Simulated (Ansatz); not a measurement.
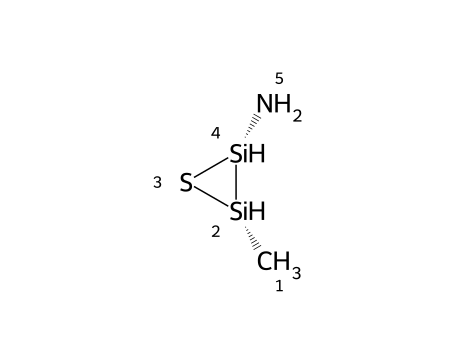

Skeletal drawing with numbered atoms; wedges and dashes mark any stereocentres. The configuration is that of a computed structure (PBE0-D4/def2-TZVP).

Q: What are the Cahn–Ingold–Prelog descriptors?

A: Si2: S; Si4: R.

Q: Give a SMILES with the stereochemistry.

A: C[Si@@H]1S[Si@@H]1N
